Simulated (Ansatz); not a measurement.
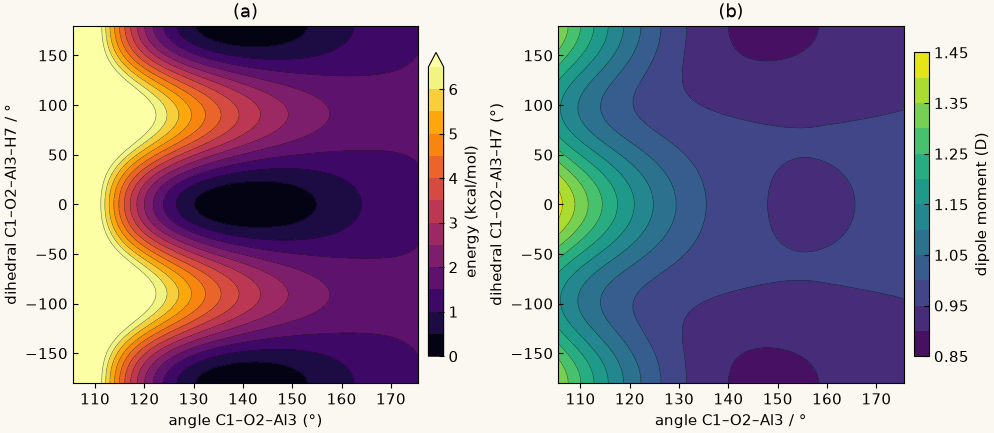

CH5AlO, SMILES C[O][AlH2]. The first coordinate is: angle C1–O2–Al3; the second: dihedral C1–O2–Al3–H7. Nothing is relaxed (all other coordinates rigid). Grid: 15 × 15 points. Energies are in kcal/mol, from the relaxed molecule at the same level. All numbers below come from RHF/def2-TZVP in Ansatz 0.2.0.

Panel (a) is the energy and panel (b) the computed dipole moment on the same grid.

In the figure: filled contours, one colour for all values above the top of the scale. Between grid points the surface is interpolated.

Question: How does the dipole moment vary over the map, and what is it at the lowest grid point?

Answer: Leaving out the highest fifth of the energies, it runs from 0.89 D at angle C1–O2–Al3 = 150.5°, dihedral C1–O2–Al3–H7 = −180° to 1.22 D at angle C1–O2–Al3 = 115.5°, dihedral C1–O2–Al3–H7 = −12°. At the lowest grid point, angle C1–O2–Al3 = 140.5°, dihedral C1–O2–Al3–H7 = −180°, it is 0.90 D.
